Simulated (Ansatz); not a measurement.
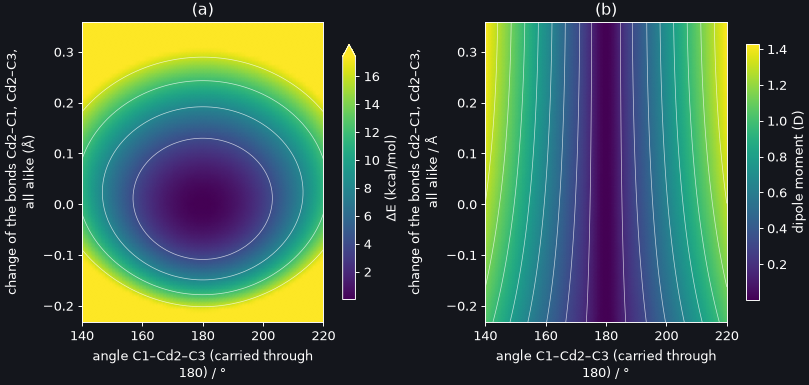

C₂H₆Cd, SMILES [CH3][Cd][CH3]. The first coordinate is: angle C1–Cd2–C3 (carried through 180); the second: change of the bonds Cd2–C1, Cd2–C3, all alike. Nothing is relaxed (all other coordinates rigid). The scan uses a 15 × 15 grid. Points are written as (first, second). All energies are given in kcal/mol relative to the relaxed molecule at the same level. Method: RKS PBE0-D4/def2-TZVP in Ansatz.

Panel (a) is the energy and panel (b) the computed dipole moment on the same grid.

The picture shows a smooth colour map with a few white contour lines, one colour for all values above the top of the scale. Between grid points the surface is interpolated.

How does the dipole moment vary over the map, and what is it at the lowest grid point?

Leaving out the highest fifth of the energies, it runs from 0.00 D at (180.0°, −0.232 Å) to 1.40 D at (220.0°, 0.232 Å). At the lowest grid point, (180.0°, 0.021 Å), it is 0.00 D.

```csv
"second ↓, first →",140.0,145.7,151.4,157.1,162.9,168.6,174.3,180.0,185.7,191.4,197.1,202.9,208.6,214.3,220.0
0.359,1.42,1.22,1.02,0.82,0.61,0.41,0.20,0.00,0.20,0.41,0.61,0.82,1.02,1.22,1.43
0.317,1.42,1.22,1.02,0.81,0.61,0.41,0.20,0.00,0.20,0.41,0.61,0.81,1.02,1.22,1.42
0.275,1.41,1.21,1.01,0.81,0.60,0.40,0.20,0.00,0.20,0.40,0.60,0.81,1.01,1.21,1.41
0.232,1.40,1.20,1.00,0.80,0.60,0.40,0.20,0.00,0.20,0.40,0.60,0.80,1.00,1.20,1.40
0.190,1.39,1.19,0.99,0.79,0.59,0.39,0.20,0.00,0.20,0.39,0.59,0.79,0.99,1.19,1.39
0.148,1.37,1.17,0.97,0.78,0.58,0.39,0.19,0.00,0.19,0.39,0.58,0.78,0.97,1.17,1.37
0.106,1.35,1.15,0.96,0.76,0.57,0.38,0.19,0.00,0.19,0.38,0.57,0.76,0.96,1.15,1.35
0.063,1.32,1.13,0.94,0.75,0.55,0.37,0.18,0.00,0.18,0.37,0.56,0.75,0.94,1.13,1.32
0.021,1.29,1.10,0.91,0.73,0.54,0.36,0.18,0.00,0.18,0.36,0.54,0.73,0.91,1.10,1.29
−0.021,1.26,1.07,0.89,0.71,0.52,0.35,0.17,0.00,0.17,0.35,0.52,0.71,0.89,1.07,1.26
−0.063,1.22,1.04,0.86,0.68,0.51,0.34,0.17,0.00,0.17,0.34,0.51,0.68,0.86,1.04,1.22
−0.106,1.18,1.00,0.83,0.66,0.49,0.32,0.16,0.00,0.16,0.32,0.49,0.66,0.83,1.00,1.18
−0.148,1.14,0.96,0.79,0.63,0.46,0.31,0.15,0.00,0.15,0.31,0.46,0.63,0.79,0.96,1.14
−0.190,1.09,0.92,0.75,0.60,0.44,0.29,0.15,0.00,0.15,0.29,0.44,0.60,0.75,0.92,1.09
−0.232,1.03,0.87,0.71,0.56,0.41,0.27,0.14,0.00,0.14,0.27,0.41,0.56,0.71,0.87,1.03
```
